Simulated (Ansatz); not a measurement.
AlN (wurtzite)

```
CELL_PARAMETERS angstrom
      3.10673     0.00000     0.00000
     -1.55337     2.69051     0.00000
      0.00000     0.00000     4.97852
ATOMIC_POSITIONS crystal
  Al 0.66667 0.33333 0.00341
  Al 0.33333 0.66667 0.50341
  N  0.66667 0.33333 0.62179
  N  0.33333 0.66667 0.12179
```

E(V) scan at fixed shape, V₀ the volume above. The atoms relax within the cell's symmetry.

Computed with r2SCAN (plane waves to 500 eV, PAW, scalar-relativistic; Ansatz, a first-principles code). k mesh 13×13×7 (Γ-centred), Fermi-Dirac smearing 0.05 eV. The energy includes the smearing's −TS. With the shape held, the modulus is that of even scaling; a crystal free to change shape is softer. AlN was relaxed with its symmetry unable to fall. The zero of ΔE is the relaxed starting cell.

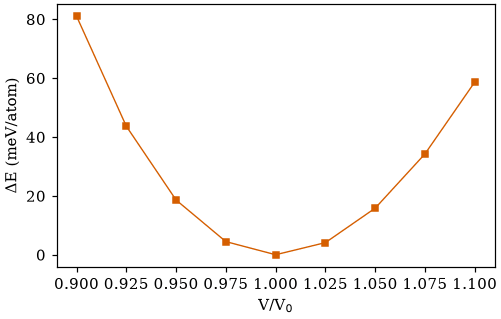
*ΔE (meV/atom) against V/V₀; one marker a computed point.*

Task: What is ΔE at V/V₀ = 0.900?

Result: About 81 meV/atom.

Task: What is ΔE at V/V₀ = 1.100?

Result: About 59 meV/atom.

Task: What bulk modulus at fixed cell shape B₀ follows from a third-order Birch-Murnaghan fit?

Result: About 210 GPa.

(A scan under strain: stresses follow from slopes of the energy per volume, elastic moduli from its curvatures.)
